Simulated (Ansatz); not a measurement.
The relaxed structure here is a generated cell of ZnSiP2: the first start was made by a random draw of sites in a space group, and the end was not matched to a known phase here, so it may be hypothetical.

The end point of a relaxation of ZnSiP2. These are r2SCAN (plane waves to 500 eV, PAW, scalar-relativistic; Ansatz, an electronic-structure program) values and carry that method's errors.

P1 (No. 1), aP8; a = 3.7098 Å, b = 5.3582 Å, c = 9.2794 Å, α = 94.67°, β = 90.64°, γ = 106.97°.

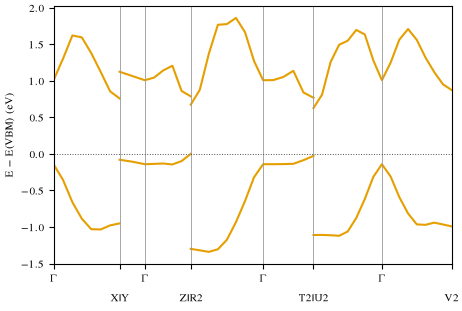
Figure. Highest filled and lowest empty band along the path of this cell's Brillouin zone

### Question
Read off the gap and say whether it is direct.

### Answer
0.63 eV, indirect (valence top at Z, conduction bottom at U2) (no spin-orbit coupling).

### Question
How far does the top valence band disperse along this path?

### Answer
About 1.3 eV.

No spin polarisation in the result.

It was reached from a disturbed copy of a P-6m2 (No. 187) cell, against which it lies -0.92 eV/atom.
